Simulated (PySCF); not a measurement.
Bond stretch in NaBr, singlet.

Methods: RHF/aug-cc-pVDZ (PySCF); RKS-PBE = PySCF with restricted PBE/aug-cc-pVDZ; UKS-BHandHLYP = unrestricted BHandHLYP/aug-cc-pVDZ (PySCF 2.14.0).

Magnitude of the dipole moment (D; its direction can reverse along the curve, and a method can change to another solution) and Mulliken charge of the fragment that holds Na1:

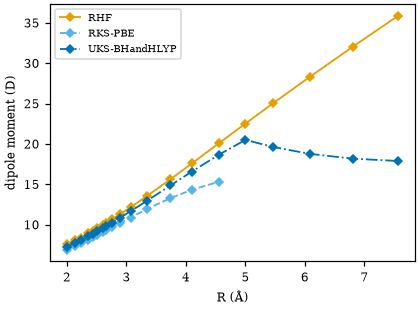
*Dipole moment against bond length.*

| R / Å | μ RHF | q RHF | μ RKS-PBE | q RKS-PBE | μ UKS-BHandHLYP | q UKS-BHandHLYP |
|---|---|---|---|---|---|---|
| 2.00 | 7.61 | 0.68 | 6.89 | 0.76 | 7.27 | 0.72 |
| 2.14 | 8.08 | 0.74 | 7.36 | 0.80 | 7.75 | 0.76 |
| 2.23 | 8.41 | 0.77 | 7.67 | 0.80 | 8.07 | 0.78 |
| 2.36 | 8.92 | 0.80 | 8.14 | 0.78 | 8.57 | 0.78 |
| 2.44 | 9.25 | 0.80 | 8.44 | 0.76 | 8.89 | 0.77 |
| 2.51 | 9.55 | 0.80 | 8.71 | 0.73 | 9.18 | 0.76 |
| 2.60 | 9.95 | 0.79 | 9.05 | 0.70 | 9.56 | 0.74 |
| 2.66 | 10.22 | 0.79 | 9.28 | 0.68 | 9.82 | 0.72 |
| 2.76 | 10.67 | 0.78 | 9.67 | 0.66 | 10.26 | 0.71 |
| 2.89 | 11.29 | 0.77 | 10.18 | 0.64 | 10.84 | 0.70 |
| 3.07 | 12.16 | 0.78 | 10.89 | 0.64 | 11.66 | 0.71 |
| 3.35 | 13.58 | 0.81 | 11.95 | 0.66 | 12.98 | 0.74 |
| 3.74 | 15.63 | 0.86 | 13.29 | 0.69 | 14.86 | 0.80 |
| 4.10 | 17.59 | 0.89 | 14.32 | 0.71 | 16.59 | 0.83 |
| 4.55 | 20.06 | 0.93 | 15.32 | 0.70 | 18.65 | 0.85 |
| 5.00 | 22.53 | 0.95 | — | — | 20.50 | 0.86 |
| 5.47 | 25.07 | 0.96 | — | — | 19.62 | 0.76 |
| 6.08 | 28.30 | 0.98 | — | — | 18.77 | 0.65 |
| 6.81 | 32.07 | 0.99 | — | — | 18.18 | 0.57 |
| 7.57 | 35.90 | 1.00 | — | — | 17.89 | 0.50 |

A dash means that the run gave no value there, or that the column was ended at a point which the program doubted or which failed a test of continuity chosen for this set; such a test can also cut sound points.

The restricted form behind RHF, RKS-PBE keeps the bonding electrons paired and can't separate into open-shell fragments. The unrestricted determinant behind UKS-BHandHLYP is spin-contaminated at 5.47 to 7.57 Å (<S²> up to 0.5, against 0.00 for a pure singlet). At the longest distance UKS-BHandHLYP leaves fractional charges on the fragments, a sign of delocalisation error or of the restricted form.
